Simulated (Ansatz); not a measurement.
# CHSi2 (doublet): the correlation ladder at a displaced geometry (v2), cc-pVDZ

How much of the correlation energy of CHSi2 (doublet) does each wave-function method recover here?

Program: Ansatz 0.2.0, Gaussian basis. Level of theory: cc-pVDZ, core rule «outside noble gas», up to 11 orbitals frozen. These are calculated values, not measurements.

Plan: UHF; CCSD(T) on ROHF; CCSD(T) on UHF; BCCD(T) on ROHF; CISD as a restricted active space (open shells left free, so some higher excitations enter); CCSDT(Q) on ROHF; CCSDT(Q) on UHF; CASSCF and MRCISD+Q, 9 electrons in 9 orbitals; CASSCF and NEVPT2, 9 electrons in 9 orbitals.

16 further runs of the same task are left out: 8 that didn't finish, 8 set aside as unsound or not needed. Runs told in other sessions of the task aren't counted.

## Step 1: What is computed

The geometry is a PBE0/def2-TZVP stationary point (not a proven minimum) with its atoms shifted at random (size 0.100 Å).

4 atoms, charge 0, spin multiplicity 2.

Atoms are counted from 1 here; the program's logs count them from 0.

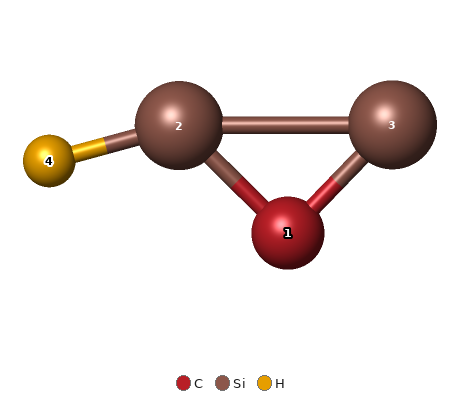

The geometry (carbon red, silicon brown, hydrogen amber); atoms are numbered from 1 in the order of the file.

Geometry (Å):

| atom | x (Å) | y (Å) | z (Å) |
| --- | --- | --- | --- |
| C1 | 0.10282 | -1.01217 | -0.02850 |
| Si2 | -0.06205 | 0.24040 | 1.17821 |
| Si3 | 0.01457 | 0.19606 | -1.26186 |
| H4 | 0.09768 | -0.10055 | 2.67047 |

In the tables R marks a restricted open-shell determinant and U an unrestricted one; 'frontier' is the active space of 9 electrons in 9 orbitals; energies count from the table's Hartree-Fock row.

## Step 2: UHF

Input file in.yaml:

```yaml
crystal:
  periodic: [false, false, false]
  atoms:
    - {symbol: C, position_ang: [0.102825, -1.012166, -0.028497]}
    - {symbol: Si, position_ang: [-0.062049, 0.240398, 1.178206]}
    - {symbol: Si, position_ang: [0.014571, 0.196061, -1.261857]}
    - {symbol: H, position_ang: [0.097680, -0.100551, 2.670467]}
basis:
  gaussian: {orbitals: cc-pVDZ}
magnetization: {spin_polarized: true, initial_magnetization: 1}
hamiltonian: {xc: hf}
output: {orbitals: {seedname: orbitals}}
```

The run is started by

```
$ ansatz run in.yaml --threads 1 --pin off --events-out ev --progress --plain --max-ram 2393MiB
```

Log:

```text
Functional definition: HF
  name "HF"
  cite "Fock, Z. Phys. 61, 126 (1930) doi:10.1007/BF01340294"
  parent pbe
  exchange = exact_x
  correlation = 0
545 factors; integrals over basis functions are off by at most 1.1e-3 eV
mean field evaluation 1: about -16762.7950 eV, gradient 2.3e1 eV
mean field evaluation 2: about -16762.8012 eV, gradient 2.3e1 eV
mean field evaluation 4: about -16766.2169 eV, gradient 2.7e0 eV
mean field evaluation 8: about -16766.4408 eV, gradient 3.1e-1 eV
mean field evaluation 16: about -16765.2878 eV, gradient 4.9e0 eV
mean field evaluation 32: about -16766.4414 eV, gradient 2.9e-1 eV
mean field evaluation 64: about -16762.9844 eV, gradient 6.8e0 eV
mean field -16766.45297933 eV, -616.1557822805 hartree, gradient 1.7e-5 eV, S^2 0.926308; 1 other end points of the search recorded, 0 dependent functions left out
reference -16766.45297933 eV, -616.1557822805 hartree; 18, 17 occupied and 37, 38 virtual orbitals, 545 factors
Total energy: -16766.45297933 eV, -616.1557822805 hartree
```

Run time: 0.93 s. Hardware: 1 thread of Arm Neoverse V2, shared host.

From the report: ⟨S²⟩ of the determinant 0.926 (pure doublet: 0.75).

## Step 3: CCSD(T) on ROHF

Edit in.yaml of step 2 so:

```diff
@@ -9,4 +9,3 @@
   gaussian: {orbitals: cc-pVDZ}
-magnetization: {spin_polarized: true, initial_magnetization: 1}
-hamiltonian: {xc: hf}
-output: {orbitals: {seedname: orbitals}}
+magnetization: {spin_polarized: false, initial_magnetization: 1}
+correlation: {method: ccsd_t, electrons: outside_noble_gas}
```

The command is unchanged.

Log, shortened:

```text
Functional definition: HF
  name "HF"
  cite "Fock, Z. Phys. 61, 126 (1930) doi:10.1007/BF01340294"
  parent pbe
[...]
545 factors; integrals over basis functions are off by at most 1.1e-3 eV
[...]
mean field -16766.03671907 eV, -616.1404849980 hartree, gradient 1.9e-6 eV, S^2 0.750000; 13 other end points of the search recorded, 0 dependent functions left out
[...]
determinant -16766.03671907 eV, -616.1404849980 hartree, with singles and doubles -16774.81211980 eV, -616.4629750266 hartree
determinant -16763.82566255 eV, -616.0592301694 hartree, with singles and doubles -16772.02276323 eV, -616.3604680634 hartree
determinant -16763.67011524 eV, -616.0535139113 hartree, with singles and doubles -16772.72609400 eV, -616.3863149925 hartree
determinant -16763.61678596 eV, -616.0515540964 hartree, with singles and doubles -16772.57393096 eV, -616.3807231040 hartree
determinant -16762.69864465 eV, -616.0178130258 hartree, with singles and doubles -16772.03164405 eV, -616.3607944274 hartree
11 core orbitals not correlated: weight in the atoms' cores, before any rotation towards them, 1.000 or more for the frozen orbitals, at most 0.000 for the correlated occupied ones
reference -16766.03671907 eV, -616.1404849980 hartree; 7, 6 occupied and 37, 38 virtual orbitals, 545 factors
second order -7.77718465 eV of doubles, -0.14238848 eV of singles
cycle   1  -8.77530943 eV  change    9.1e-5 eV  update   5.1e-3
[...]
cycle  10  -8.78234529 eV  change   -9.0e-6 eV  update   1.1e-5
perturbative correction -0.50543656 eV, -0.0185744510 hartree
Total energy: -16775.32450092 eV, -616.4818046854 hartree
```

Run time: 6.5 s. Hardware: 1 thread of Arm Neoverse V2, shared host.

From the report: correlation -9.2878 eV; T1 0.054; largest double amplitude 0.08.

## Step 4: CCSD(T) on UHF

Edit in.yaml of step 3 so:

```diff
@@ -9,3 +9,3 @@
   gaussian: {orbitals: cc-pVDZ}
-magnetization: {spin_polarized: false, initial_magnetization: 1}
+magnetization: {spin_polarized: true, initial_magnetization: 1}
 correlation: {method: ccsd_t, electrons: outside_noble_gas}
```

The command is unchanged.

Log, shortened:

```text
Functional definition: HF
  name "HF"
  cite "Fock, Z. Phys. 61, 126 (1930) doi:10.1007/BF01340294"
  parent pbe
[...]
545 factors; integrals over basis functions are off by at most 1.1e-3 eV
[...]
mean field -16766.45297933 eV, -616.1557822805 hartree, gradient 2.3e-6 eV, S^2 0.926308; 3 other end points of the search recorded, 0 dependent functions left out
11 core orbitals not correlated: weight in the atoms' cores, before any rotation towards them, 1.000 or more for the frozen orbitals, at most 0.000 for the correlated occupied ones
reference -16766.45297933 eV, -616.1557822805 hartree; 7, 6 occupied and 37, 38 virtual orbitals, 545 factors
second order -7.40019931 eV of doubles, -0.00000000 eV of singles
cycle   1  -7.82190514 eV  change   -4.2e-1 eV  update   1.1e-1
[...]
cycle  15  -8.38883581 eV  change   -2.5e-6 eV  update   8.6e-6
perturbative correction -0.47890447 eV, -0.0175994145 hartree
Total energy: -16775.32071961 eV, -616.4816657248 hartree
```

It took 3.2 s on 1 thread of Arm Neoverse V2, shared host.

From the report: ⟨S²⟩ of the determinant 0.926 (pure doublet: 0.75); correlation -8.8677 eV; T1 0.041; largest double amplitude 0.08.

## Step 5: BCCD(T) on ROHF

Edit in.yaml of step 4 so:

```diff
@@ -9,3 +9,3 @@
   gaussian: {orbitals: cc-pVDZ}
-magnetization: {spin_polarized: true, initial_magnetization: 1}
-correlation: {method: ccsd_t, electrons: outside_noble_gas}
+magnetization: {spin_polarized: false, initial_magnetization: 1}
+correlation: {method: bccd_t, electrons: outside_noble_gas}
```

The command is unchanged.

Log, shortened:

```text
Functional definition: HF
  name "HF"
  cite "Fock, Z. Phys. 61, 126 (1930) doi:10.1007/BF01340294"
  parent pbe
[...]
545 factors; integrals over basis functions are off by at most 1.1e-3 eV
[...]
mean field -16766.03671907 eV, -616.1404849980 hartree, gradient 1.9e-6 eV, S^2 0.750000; 13 other end points of the search recorded, 0 dependent functions left out
[...]
determinant -16766.03671907 eV, -616.1404849980 hartree, with singles and doubles -16774.81211980 eV, -616.4629750266 hartree
determinant -16763.82566255 eV, -616.0592301694 hartree, with singles and doubles -16772.02276323 eV, -616.3604680634 hartree
determinant -16763.67011524 eV, -616.0535139113 hartree, with singles and doubles -16772.72609400 eV, -616.3863149925 hartree
determinant -16763.61678596 eV, -616.0515540964 hartree, with singles and doubles -16772.57393096 eV, -616.3807231040 hartree
determinant -16762.69864465 eV, -616.0178130258 hartree, with singles and doubles -16772.03164405 eV, -616.3607944274 hartree
11 core orbitals not correlated: weight in the atoms' cores, before any rotation towards them, 1.000 or more for the frozen orbitals, at most 0.000 for the correlated occupied ones
reference -16766.03671907 eV, -616.1404849980 hartree; 7, 6 occupied and 37, 38 virtual orbitals, 545 factors
second order -7.77718465 eV of doubles, -0.14238848 eV of singles
cycle   1  -8.75398610 eV  change    2.1e-2 eV  update   2.4e-2
[...]
cycle  14  -8.76410339 eV  change    4.2e-6 eV  update   8.3e-6
perturbative correction -0.53552756 eV, -0.0196802750 hartree
Total energy: -16775.33635002 eV, -616.4822401320 hartree
```

Wall time 7.5 s (1 thread of Arm Neoverse V2, shared host).

From the report: correlation -9.2996 eV; largest double amplitude 0.08.

## Step 6: CISD as a restricted active space (open shells left free, so some higher excitations enter)

Edit in.yaml of step 5 so:

```diff
@@ -10,2 +10,2 @@
 magnetization: {spin_polarized: false, initial_magnetization: 1}
-correlation: {method: bccd_t, electrons: outside_noble_gas}
+correlation: {active_space: {ras: {orbitals: [6, 1, 37], electrons: 13, max_holes: 2, max_particles: 2}, fixed_orbitals: true}}
```

Same command.

Log:

```text
Functional definition: HF
  name "HF"
  cite "Fock, Z. Phys. 61, 126 (1930) doi:10.1007/BF01340294"
  parent pbe
  exchange = exact_x
  correlation = 0
545 factors; integrals over basis functions are off by at most 1.1e-3 eV
mean field evaluation 1: about -16762.7789 eV, gradient 3.1e1 eV
mean field evaluation 2: about -16762.7851 eV, gradient 3.1e1 eV
mean field evaluation 4: about -16765.9408 eV, gradient 3.7e0 eV
mean field evaluation 8: about -16766.0166 eV, gradient 1.3e-1 eV
mean field evaluation 16: about -16766.0366 eV, gradient 6.3e-2 eV
mean field evaluation 32: about -16763.6776 eV, gradient 1.0e1 eV
mean field evaluation 64: about -16765.3425 eV, gradient 3.1e0 eV
mean field -16766.03671907 eV, -616.1404849980 hartree, gradient 1.9e-6 eV, S^2 0.750000; 8 other end points of the search recorded, 0 dependent functions left out
reference -16766.03671907 eV, -616.1404849980 hartree; 18, 17 occupied and 37, 38 virtual orbitals, 545 factors
state -16773.68889052 eV, -616.4216971119 hartree
Total energy: -16773.68889052 eV, -616.4216971119 hartree
```

Wall time 5.5 s (1 thread of Arm Neoverse V2, shared host).

From the report: 128,582 determinants.

## Step 7: CCSDT(Q) on ROHF

Edit in.yaml of step 6 so:

```diff
@@ -10,2 +10,2 @@
 magnetization: {spin_polarized: false, initial_magnetization: 1}
-correlation: {active_space: {ras: {orbitals: [6, 1, 37], electrons: 13, max_holes: 2, max_particles: 2}, fixed_orbitals: true}}
+correlation: {method: ccsdt_q, electrons: outside_noble_gas}
```

Same command.

Log, shortened:

```text
Functional definition: HF
  name "HF"
  cite "Fock, Z. Phys. 61, 126 (1930) doi:10.1007/BF01340294"
  parent pbe
[...]
1067 factors; integrals over basis functions are off by at most 1.5e-7 eV
[...]
mean field -16766.03680028 eV, -616.1404879824 hartree, gradient 1.9e-6 eV, S^2 0.750000; 13 other end points of the search recorded, 0 dependent functions left out
[...]
determinant -16766.03680028 eV, -616.1404879824 hartree, with singles and doubles -16774.81220888 eV, -616.4629783003 hartree
determinant -16763.82574880 eV, -616.0592333391 hartree, with singles and doubles -16772.02285330 eV, -616.3604713735 hartree
determinant -16763.67020201 eV, -616.0535170999 hartree, with singles and doubles -16772.72616957 eV, -616.3863177696 hartree
determinant -16763.61687347 eV, -616.0515573126 hartree, with singles and doubles -16772.57402243 eV, -616.3807264652 hartree
determinant -16762.69872772 eV, -616.0178160785 hartree, with singles and doubles -16772.03173223 eV, -616.3607976680 hartree
11 core orbitals not correlated: weight in the atoms' cores, before any rotation towards them, 1.000 or more for the frozen orbitals, at most 0.000 for the correlated occupied ones
reference -16766.03680028 eV, -616.1404879824 hartree; 7, 6 occupied and 37, 38 virtual orbitals, 1067 factors
second order -7.77723729 eV of doubles, -0.14239030 eV of singles
cycle   1  -8.21301402 eV  change   -2.9e-1 eV  update   1.4e-1
[...]
cycle  23  -9.32714679 eV  change    3.9e-7 eV  update   1.2e-6
perturbative correction -0.05328471 eV, -0.0019581771 hartree
Total energy: -16775.41723178 eV, -616.4852124817 hartree
```

Wall time 2.1 min (1 thread of Arm Neoverse V2, shared host); peak memory 0.97 GiB.

From the report: correlation -9.3804 eV; T1 0.056; largest double amplitude 0.09.

## Step 8: CCSDT(Q) on UHF

Edit in.yaml of step 7 so:

```diff
@@ -9,3 +9,3 @@
   gaussian: {orbitals: cc-pVDZ}
-magnetization: {spin_polarized: false, initial_magnetization: 1}
+magnetization: {spin_polarized: true, initial_magnetization: 1}
 correlation: {method: ccsdt_q, electrons: outside_noble_gas}
```

Same command.

Log, shortened:

```text
Functional definition: HF
  name "HF"
  cite "Fock, Z. Phys. 61, 126 (1930) doi:10.1007/BF01340294"
  parent pbe
[...]
1067 factors; integrals over basis functions are off by at most 1.5e-7 eV
[...]
mean field -16766.45306277 eV, -616.1557853468 hartree, gradient 3.8e-6 eV, S^2 0.926307; 5 other end points of the search recorded, 0 dependent functions left out
11 core orbitals not correlated: weight in the atoms' cores, before any rotation towards them, 1.000 or more for the frozen orbitals, at most 0.000 for the correlated occupied ones
reference -16766.45306277 eV, -616.1557853468 hartree; 7, 6 occupied and 37, 38 virtual orbitals, 1067 factors
second order -7.40023706 eV of doubles, -0.00000000 eV of singles
cycle   1  -7.82191293 eV  change   -4.2e-1 eV  update   1.3e-1
[...]
cycle  23  -8.91545321 eV  change   -4.3e-7 eV  update   1.4e-6
perturbative correction -0.05236705 eV, -0.0019244535 hartree
Total energy: -16775.42088303 eV, -616.4853466628 hartree
```

Wall time 1.9 min (1 thread of Arm Neoverse V2, shared host); peak memory 0.8 GiB.

From the report: ⟨S²⟩ of the determinant 0.926 (pure doublet: 0.75); correlation -8.9678 eV; T1 0.045; largest double amplitude 0.09.

## Step 9: CASSCF and MRCISD+Q, 9 electrons in 9 orbitals

Edit in.yaml of step 8 so:

```diff
@@ -9,3 +9,3 @@
   gaussian: {orbitals: cc-pVDZ}
-magnetization: {spin_polarized: true, initial_magnetization: 1}
-correlation: {method: ccsdt_q, electrons: outside_noble_gas}
+magnetization: {spin_polarized: false, initial_magnetization: 1}
+correlation: {method: fic_mrcisd_q, electrons: outside_noble_gas, active_space: {window: {electrons: 9, orbitals: 9}}}
```

Same command.

Log, shortened:

```text
Functional definition: HF
  name "HF"
  cite "Fock, Z. Phys. 61, 126 (1930) doi:10.1007/BF01340294"
  parent pbe
[...]
545 factors; integrals over basis functions are off by at most 1.1e-3 eV
[...]
mean field -16766.03671907 eV, -616.1404849980 hartree, gradient 1.9e-6 eV, S^2 0.750000; 8 other end points of the search recorded, 0 dependent functions left out
reference -16766.03671907 eV, -616.1404849980 hartree; 18, 17 occupied and 37, 38 virtual orbitals, 545 factors
state -16768.81118012 eV, -616.2424445610 hartree
contracted CI cycle   1: correlation 0.00000000 eV, 0.0000000000 hartree, residual 1.84e1 eV
contracted CI cycle   2: correlation -5.50076457 eV, -0.2021493695 hartree, residual 3.66e0 eV
contracted CI cycle   3: correlation -5.75018219 eV, -0.2113152979 hartree, residual 9.85e-1 eV
contracted CI cycle   4: correlation -5.76828774 eV, -0.2119806646 hartree, residual 3.09e-1 eV
contracted CI cycle   5: correlation -5.77003235 eV, -0.2120447777 hartree, residual 1.01e-1 eV
contracted CI cycle   6: correlation -5.77021919 eV, -0.2120516439 hartree, residual 3.51e-2 eV
contracted CI cycle   7: correlation -5.77024091 eV, -0.2120524421 hartree, residual 1.27e-2 eV
contracted CI cycle   8: correlation -5.77024372 eV, -0.2120525453 hartree, residual 4.18e-3 eV
contracted CI cycle   9: correlation -5.77024402 eV, -0.2120525566 hartree, residual 1.35e-3 eV
state -16768.81118012 eV, -616.2424445610 hartree; corrected -16775.26751087 eV, -616.4797103398 hartree
Total energy: -16775.26751087 eV, -616.4797103398 hartree
```

Wall time 14 s (1 thread of Arm Neoverse V2, shared host); peak memory 0.48 GiB.

From the report: 15,876 determinants; active occupations 1.97, 1.96, 1.94, 1.93, 1.01, 0.07, 0.06, 0.04, 0.03.

## Step 10: CASSCF and NEVPT2, 9 electrons in 9 orbitals

Edit in.yaml of step 9 so:

```diff
@@ -10,2 +10,2 @@
 magnetization: {spin_polarized: false, initial_magnetization: 1}
-correlation: {method: fic_mrcisd_q, electrons: outside_noble_gas, active_space: {window: {electrons: 9, orbitals: 9}}}
+correlation: {method: sc_nevpt2, electrons: outside_noble_gas, active_space: {window: {electrons: 9, orbitals: 9}}}
```

Launched as before.

Log:

```text
Functional definition: HF
  name "HF"
  cite "Fock, Z. Phys. 61, 126 (1930) doi:10.1007/BF01340294"
  parent pbe
  exchange = exact_x
  correlation = 0
545 factors; integrals over basis functions are off by at most 1.1e-3 eV
mean field evaluation 1: about -16762.7789 eV, gradient 3.1e1 eV
mean field evaluation 2: about -16762.7851 eV, gradient 3.1e1 eV
mean field evaluation 4: about -16765.9408 eV, gradient 3.7e0 eV
mean field evaluation 8: about -16766.0166 eV, gradient 1.3e-1 eV
mean field evaluation 16: about -16766.0366 eV, gradient 6.3e-2 eV
mean field evaluation 32: about -16763.6776 eV, gradient 1.0e1 eV
mean field evaluation 64: about -16765.3425 eV, gradient 3.1e0 eV
mean field -16766.03671907 eV, -616.1404849980 hartree, gradient 1.9e-6 eV, S^2 0.750000; 8 other end points of the search recorded, 0 dependent functions left out
reference -16766.03671907 eV, -616.1404849980 hartree; 18, 17 occupied and 37, 38 virtual orbitals, 545 factors
state -16768.81118012 eV, -616.2424445610 hartree
state -16768.81118012 eV, -616.2424445610 hartree; corrected -16773.94172394 eV, -616.4309885686 hartree
Total energy: -16773.94172394 eV, -616.4309885686 hartree
```

It took 9 s on 1 thread of Arm Neoverse V2, shared host.

From the report: 15,876 determinants; active occupations 1.97, 1.96, 1.94, 1.93, 1.01, 0.07, 0.06, 0.04, 0.03.

## Step 11: Misses and costs

No level here is safe as a reference; RCCSDT(Q) serves as a yardstick only. Rows without a time are mean-field rows or come out of runs for another level: lower rungs of the coupled-cluster runs, CASSCF and MRCISD of the multireference runs, or the Hartree-Fock search.

Differences are taken before rounding.

| method | energy from the lowest ROHF (kJ/mol) | from RCCSDT(Q) (kJ/mol) | time |
| --- | --- | --- | --- |
| ROHF | 0.0 | +905.1 |  |
| UHF | -40.2 | +864.9 |  |
| RMP2 | -764.1 | +141.0 |  |
| UMP2 | -754.2 | +150.9 |  |
| CISD | -738.3 | +166.8 | 5.5 s |
| RCCSD | -847.4 | +57.7 |  |
| UCCSD | -849.6 | +55.5 |  |
| RCCSD(T) | -896.1 | +8.9 | 6.5 s |
| UCCSD(T) | -895.8 | +9.3 | 3.2 s |
| BCCD(T) | -897.3 | +7.8 | 7.5 s |
| RCCSDT | -899.9 | +5.1 |  |
| UCCSDT | -900.4 | +4.7 |  |
| RCCSDT(Q) | -905.1 | 0 | 2.1 min |
| UCCSDT(Q) | -905.4 | -0.4 | 1.9 min |
| CASSCF frontier | -267.7 | +637.4 |  |
| NEVPT2 frontier | -762.7 | +142.4 | 9 s |
| MRCISD frontier | -824.4 | +80.6 |  |
| MRCISD+Q frontier | -890.6 | +14.4 | 14 s |

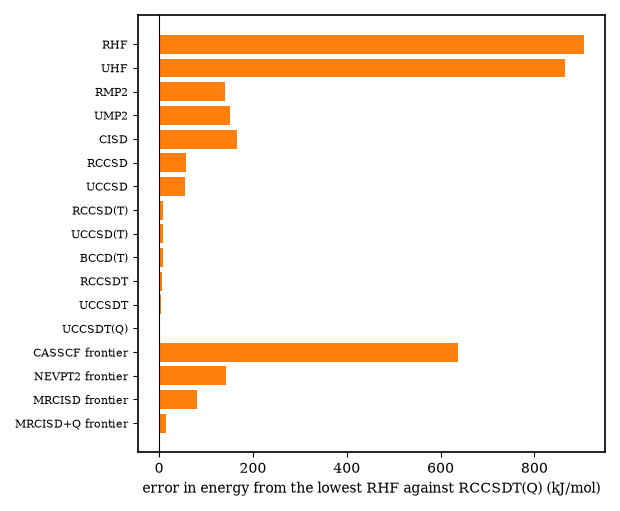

How far each level lands from RCCSDT(Q).

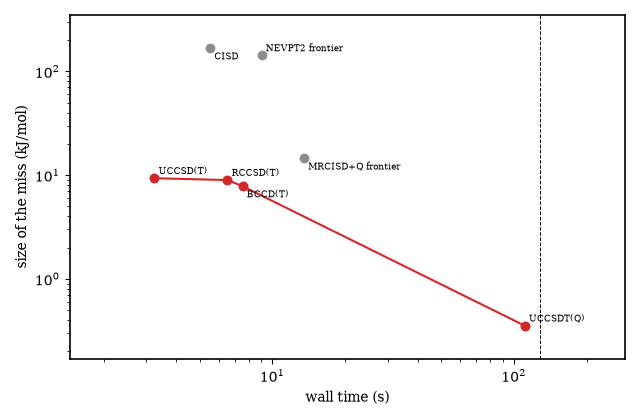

Accuracy for the time spent; red marks the levels that beat every quicker one drawn (of those quicker than the yardstick), and the dashed line is the time of RCCSDT(Q). Times are from a shared host.

## Step 12: Outcome

```
                        quantity          value
   RCCSDT(Q) from the ROHF energy     -9.3805 eV
             RMP2 from RCCSDT(Q)  +141.0 kJ/mol
             UMP2 from RCCSDT(Q)  +150.9 kJ/mol
            RCCSD from RCCSDT(Q)   +57.7 kJ/mol
         RCCSD(T) from RCCSDT(Q)    +8.9 kJ/mol
         UCCSD(T) from RCCSDT(Q)    +9.3 kJ/mol
        UCCSDT(Q) from RCCSDT(Q)    -0.4 kJ/mol
  NEVPT2 frontier from RCCSDT(Q)  +142.4 kJ/mol
MRCISD+Q frontier from RCCSDT(Q)   +14.4 kJ/mol
                   T1 diagnostic          0.054
```

**Reading.** RCCSD(T) lands +8.9 kJ/mol from the yardstick (1.0 % of the correlation energy). Warnings: spin contamination; large T1 diagnostic.

With open shells the CI space here admits some higher excitations, so it is larger than plain CISD.
